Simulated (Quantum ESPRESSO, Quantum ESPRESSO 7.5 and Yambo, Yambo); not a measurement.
# A GW chain in Yambo: CdTe (F-43m)

How does a plane-wave GW calculation on CdTe (F-43m) run from the first input to the gap?

Main program and level: Quantum ESPRESSO 7.5 and Yambo 5.3.0; PBE and many-body steps on it, plane waves.

**Experimental background.**

- Gap 1.48 ± 0.02 eV: direct optical gap from Tauc analysis, 1.5 h deposition; UV-vis diffuse reflectance; film (electrodeposited 1.5 h on FTO, Te-rich) (“Electrodeposition of CdTe Thin Films for Solar Energy Water Splitting”, 2020, pmc:7177234).

- Gap 1.592 eV: near-band-edge L1 bound-exciton energy extrapolated to 0 K (Varshni), slightly below the true gap; temperature-dependent photoluminescence; 0 K; bulk crystal (vertical Bridgman single crystal) (“Photoluminescence characteristics of Cd1-xMnxTe single crystals grown by the vertical Bridgman method”, 2012, pmc:3275455).

- Gap 1.32 ± 0.02 eV: direct optical gap from Tauc analysis, 2.5 h deposition; UV-vis diffuse reflectance; film (electrodeposited 2.5 h on FTO, nearly stoichiometric) (“Electrodeposition of CdTe Thin Films for Solar Energy Water Splitting”, 2020, pmc:7177234).

This is a report of a sequence of runs, with most program output left out.

## (1) Set-up

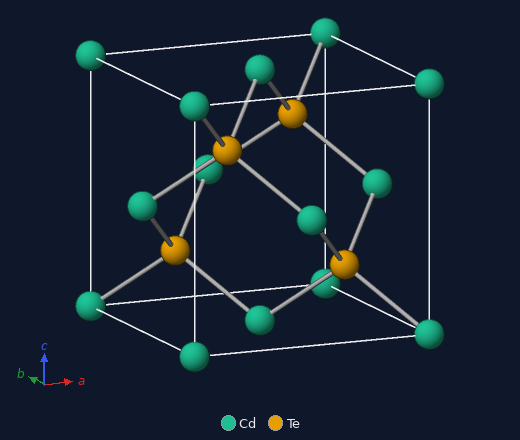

The cell as given, slightly off an axis (cadmium teal, tellurium orange). This picture shows the conventional cell, with its axes. Bonds to atoms that aren't drawn are left out. Some periodic images of atoms are drawn too.

The cell and positions come from the Crystallography Open Database and are kept as given unless a step says otherwise. Spin-orbit coupling is left out unless a step names it.

## (2) Ground state

This step: Quantum ESPRESSO 7.5; DFT, PBE, plane waves, norm-conserving pseudopotentials.

The ground-state density comes first.

pw.in reads:

```
&control
  calculation = 'scf'
  prefix = 'x'
  outdir = 'o'
  pseudo_dir = 'pseudo'
/
&system
  ibrav = 0
  nat = 2
  ntyp = 2
  ecutwfc = 94.0
  nbnd = 27
  force_symmorphic = .true.
/
&electrons
  conv_thr = 1e-10
  electron_maxstep = 80
  mixing_beta = 0.5
/
ATOMIC_SPECIES
  Cd 112.41 Cd.upf
  Te 127.6 Te.upf
CELL_PARAMETERS angstrom
  0.0000000000 3.2400000000 3.2400000000
  3.2400000000 0.0000000000 3.2400000000
  3.2400000000 3.2400000000 0.0000000000
ATOMIC_POSITIONS crystal
  Cd 0.0000000000 0.0000000000 0.0000000000
  Te 0.2500000000 0.2500000000 0.2500000000
K_POINTS automatic
  6 6 6 0 0 0
```

Command:

```bash
$ OMP_NUM_THREADS=1 mpirun -n 8 pw.x -nk 8 -in pw.in > pw.out
```

The job ended after 11 s (8 MPI ranks of Arm Neoverse V1, shared host; peak memory 0.7 GiB).

This step gave:

```
total energy               : -12404.6757 eV
gap                        : 0.7705 eV
k of the valence top       : 0, 0, 0
k of the conduction bottom : 0, 0, 0
least direct gap           : 0.7705 eV
```

The gap is direct, at Γ.

## (3) Bands along the symmetry lines

Levels along a band path, at the cheap level, show where the edges lie and whether the meshes to come will hold them.

pw.in reads:

```
&control
  calculation = 'bands'
  prefix = 'x'
  outdir = 'o'
  pseudo_dir = 'pseudo'
/
&system
  ibrav = 0
  nat = 2
  ntyp = 2
  ecutwfc = 94.0
  nbnd = 28
  force_symmorphic = .true.
/
&electrons
  conv_thr = 1e-9
  electron_maxstep = 80
  diago_full_acc = .true.
  diago_thr_init = 5e-6
/
ATOMIC_SPECIES
  Cd 112.41 Cd.upf
  Te 127.6 Te.upf
CELL_PARAMETERS angstrom
  0.0000000000 3.2400000000 3.2400000000
  3.2400000000 0.0000000000 3.2400000000
  3.2400000000 3.2400000000 0.0000000000
ATOMIC_POSITIONS crystal
  Cd 0.0000000000 0.0000000000 0.0000000000
  Te 0.2500000000 0.2500000000 0.2500000000
K_POINTS crystal
  50
  0.00000000 0.00000000 0.00000000 1
  -0.06250000 -0.06250000 0.00000000 1
  -0.12500000 -0.12500000 0.00000000 1
  -0.18750000 -0.18750000 0.00000000 1
  -0.25000000 -0.25000000 0.00000000 1
  -0.31250000 -0.31250000 0.00000000 1
  -0.37500000 -0.37500000 0.00000000 1
  -0.43750000 -0.43750000 0.00000000 1
  -0.50000000 -0.50000000 0.00000000 1
  -0.48437500 -0.48437500 0.03125000 1
  -0.46875000 -0.46875000 0.06250000 1
  -0.45312500 -0.45312500 0.09375000 1
  -0.43750000 -0.43750000 0.12500000 1
  -0.42187500 -0.42187500 0.15625000 1
  -0.40625000 -0.40625000 0.18750000 1
  -0.39062500 -0.39062500 0.21875000 1
  -0.37500000 -0.37500000 0.25000000 1
  -0.37500000 0.00000000 0.37500000 1
  -0.32812500 0.00000000 0.32812500 1
  -0.28125000 0.00000000 0.28125000 1
  -0.23437500 0.00000000 0.23437500 1
  -0.18750000 0.00000000 0.18750000 1
  -0.14062500 0.00000000 0.14062500 1
  -0.09375000 0.00000000 0.09375000 1
  -0.04687500 0.00000000 0.04687500 1
  0.00000000 0.00000000 0.00000000 1
  0.00000000 0.00000000 0.06250000 1
  0.00000000 0.00000000 0.12500000 1
  0.00000000 0.00000000 0.18750000 1
  0.00000000 0.00000000 0.25000000 1
  0.00000000 0.00000000 0.31250000 1
  0.00000000 0.00000000 0.37500000 1
  0.00000000 0.00000000 0.43750000 1
  0.00000000 0.00000000 0.50000000 1
  -0.06250000 -0.03125000 0.46875000 1
  -0.12500000 -0.06250000 0.43750000 1
  -0.18750000 -0.09375000 0.40625000 1
  -0.25000000 -0.12500000 0.37500000 1
  -0.31250000 -0.15625000 0.34375000 1
  -0.37500000 -0.18750000 0.31250000 1
  -0.43750000 -0.21875000 0.28125000 1
  -0.50000000 -0.25000000 0.25000000 1
  -0.50000000 -0.28125000 0.21875000 1
  -0.50000000 -0.31250000 0.18750000 1
  -0.50000000 -0.34375000 0.15625000 1
  -0.50000000 -0.37500000 0.12500000 1
  -0.50000000 -0.40625000 0.09375000 1
  -0.50000000 -0.43750000 0.06250000 1
  -0.50000000 -0.46875000 0.03125000 1
  -0.50000000 -0.50000000 0.00000000 1
```

Run time: 8.9 s. Hardware: 8 MPI ranks; peak memory 0.62 GiB.

This step gave:

```yaml
gap: 0.7705 eV
k_of_the_valence_top: 0, 0, 0
k_of_the_conduction_bottom: 0, 0, 0
least_direct_gap: 0.7705 eV
```

The gap is 0.770 eV, as in the run before at this level.

The electronic bands at the labelled points (eV, zero at the top of the highest filled band):

```tsv
point	band 19	band 20	band 21	band 22	band 23	band 24	band 25	band 26
Γ	-8.02	0.00	0.00	0.00	0.77	4.62	4.62	4.62
X	-7.53	-4.30	-1.86	-1.86	2.62	2.68	8.83	9.15
U	-7.48	-4.20	-2.55	-1.54	2.91	4.53	7.36	7.48
jump to K	-7.48	-4.20	-2.55	-1.54	2.91	4.53	7.36	7.48
Γ	-8.02	0.00	0.00	0.00	0.77	4.62	4.62	4.62
L	-7.67	-4.42	-0.77	-0.77	1.82	5.21	5.21	7.07
W	-7.45	-4.18	-2.32	-2.19	4.26	4.69	5.57	6.32
X	-7.53	-4.30	-1.86	-1.86	2.62	2.68	8.83	9.15
```

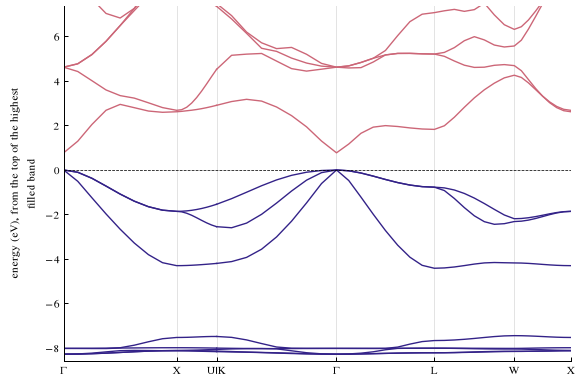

Electronic bands along the path; lines of filled and empty bands in two colours.

## (4) Empty states on the mesh, 4×4×4 mesh, 122 bands

The sums over transitions need many empty states on a uniform mesh; this step solves for them.

pw.in reads:

```
&control
  calculation = 'nscf'
  prefix = 'x'
  outdir = 'o'
  pseudo_dir = 'pseudo'
/
&system
  ibrav = 0
  nat = 2
  ntyp = 2
  ecutwfc = 94.0
  nbnd = 122
  force_symmorphic = .true.
/
&electrons
  conv_thr = 1e-9
  electron_maxstep = 80
  diago_full_acc = .true.
  diago_thr_init = 5e-6
/
ATOMIC_SPECIES
  Cd 112.41 Cd.upf
  Te 127.6 Te.upf
CELL_PARAMETERS angstrom
  0.0000000000 3.2400000000 3.2400000000
  3.2400000000 0.0000000000 3.2400000000
  3.2400000000 3.2400000000 0.0000000000
ATOMIC_POSITIONS crystal
  Cd 0.0000000000 0.0000000000 0.0000000000
  Te 0.2500000000 0.2500000000 0.2500000000
K_POINTS automatic
  4 4 4 0 0 0
```

Command:

```bash
$ OMP_NUM_THREADS=1 mpirun -n 8 pw.x -nk 4 -in pw.in > pw.out
```

Wall time 15 s (8 MPI ranks); peak memory 0.69 GiB.

This step gave:

| Property | Result |
| --- | --- |
| gap | 0.7705 eV |
| k of the valence top | 0, 0, 0 |
| k of the conduction bottom | 0, 0, 0 |
| least direct gap | 0.7705 eV |
| k points computed | 8 |
| lowest point of the top converged band, above the valence top | 65.9721 eV |

On this mesh the gap is 0.770 eV.

## (5) Conversion and set-up

This step: Yambo 5.3.0; conversion and set-up on PBE, plane waves, norm-conserving pseudopotentials.

The states are converted to the many-body program's format and the q mesh is built.

Command:

```bash
$ (cd o/x.save; p2y > p2y.log; mv SAVE ../..); yambo > setup.log
```

Wall time 3.7 s (1 MPI rank); peak memory 0.26 GiB.

## (6) Screening and self-energy, 4×4×4 mesh, 122 bands, screening to 129.3 eV

G0W0 replaces the xc potential by the self-energy, built once from these orbitals. Only a window of levels is corrected, while the sums run over the empty bands that the input names.

This step: G0W0 on PBE, plane waves, norm-conserving pseudopotentials.

gw1.in reads:

```
HF_and_locXC
gw0
dyson
ppa
em1d
rim_cut
RandQpts= 1000000
RandGvec= 1 RL
EXXRLvcs= 94 Ry
VXCRLvcs= 376 Ry
Chimod= "HARTREE"
% BndsRnXp
 1 | 122 |
%
NGsBlkXp= 9.5 Ry
% LongDrXp
 1 | 1 | 1 |
%
% GbndRnge
 1 | 122 |
%
DysSolver= "n"
ExtendOut
PPAPntXp= 27.21138 eV
% QPkrange
 1 | 1 | 21 | 24 |
%
```

Command:

```bash
$ OMP_NUM_THREADS=1 mpirun -n 8 yambo -F gw1.in -J gw1 -C gw1 > gw1.log
```

Run time: 2.5 min. Hardware: 8 MPI ranks; peak memory 4.7 GiB.

This step gave:

| Item | Value |
| --- | --- |
| G0W0 gap on the points computed | 1.533 eV |
| starting gap on the mesh | 0.7705 eV |
| k of the valence top | 0, 0, 0 |
| k of the conduction bottom | 0, 0, 0 |
| least direct G0W0 gap on the computed points | 1.533 eV |
| Z at the valence top | 0.7991 |
| Z at the conduction bottom | 0.8110 |

The gap on the mesh goes from 0.77 eV to 1.53 eV, a correction of +0.76 eV.

Limits: finite bands, cutoff and mesh; no spin-orbit coupling; coarse k mesh. v1 is the top filled band, c1 the lowest empty one. Levels before and after the correction, in eV, zero at the valence-band top of each column:

```tsv
	conduction bottom	valence top
Kohn-Sham	0.77	0.00
G0W0	1.53	0.00
```

```tsv
	level	energy (eV)
Kohn-Sham	Γ v2-v1	0.000
Kohn-Sham	Γ c1	0.770
Kohn-Sham	Γ c2	4.620
G0W0	Γ v2-v1	0.000
G0W0	Γ c1	1.533
G0W0	Γ c2	5.276
```

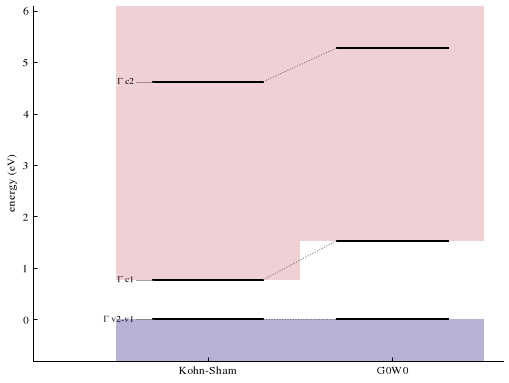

Levels before and after the correction. Shaded: valence and conduction bands.

## (7) Where the time went

Times are wall times on the hardware named with each run, good to a factor of about two.

```tsv
step	time	share	memory (GiB)
ground state	11 s	6 %	0.7
bands along the symmetry lines	8.9 s	5 %	0.62
empty states on the mesh	15 s	8 %	0.69
conversion and set-up	3.7 s	2 %	0.26
screening and self-energy	2.5 min	80 %	4.7
```

## (8) What came out

```json
{
  "PBE gap": "0.77 eV, direct",
  "G0W0 gap on the mesh": "1.53 eV",
  "GW settings": "4×4×4 mesh, 122 bands, screening to 129.3 eV, Godby-Needs plasmon pole",
  "known limits": "not at the basis limit; no spin-orbit coupling; coarse k mesh"
}
```

**Reading.** G0W0 moves the gap on the mesh from 0.77 eV to 1.53 eV (+0.76 eV), with Z of 0.80 and 0.81 at the edges. Only 1 of the mesh's irreducible points was corrected, so a valley elsewhere could overtake. The dearest step here is «screening and self-energy». Against experiment, by G0W0@PBE: the direct gap of 1.53 eV lies +0.05 eV from the measured 1.48 ± 0.02 eV (direct, 2020); the direct gap of 1.53 eV lies −0.06 eV from the measured 1.592 eV (exciton, 0 K, 2012); the direct gap of 1.53 eV lies +0.21 eV from the measured 1.32 ± 0.02 eV (direct, 2020). An exciton line or allowed optical edge lies below the quasiparticle gap by the binding energy; a forbidden edge can push the onset above it. The calculation has static nuclei and no excitons; a measured gap holds zero-point and thermal motion, which mostly lowers it. With atoms this heavy the missing spin-orbit coupling can matter too. Bands and cutoff are finite, so the gap is not at the basis limit. The miss can reach some tenths of an eV and take either sign; the mesh is an error of its own. In the G0W0 run levels were corrected at 1 k point alone, so a gap called «on the mesh» is the least over those, and an edge elsewhere would be missed. The 4×4×4 mesh is coarse for this cell, which bears on the long-range parts of exchange and screening.

[Paths, hosts, dates, memory and timing lines, banners, echoed tables and standing remarks are left out of the program output.]

[Logs are printed without paths, hosts, clocks, repeated set-up lines and the standing remarks that a program may print on its own settings, such as how far it seeks lower states.]

[Runs of the session that timed out or met a known fault of the program may be left out.]

[Hosts, paths, dates, database ids (printed as entryN), source tags and the programs' standing remarks are cut or masked in the printed files.]
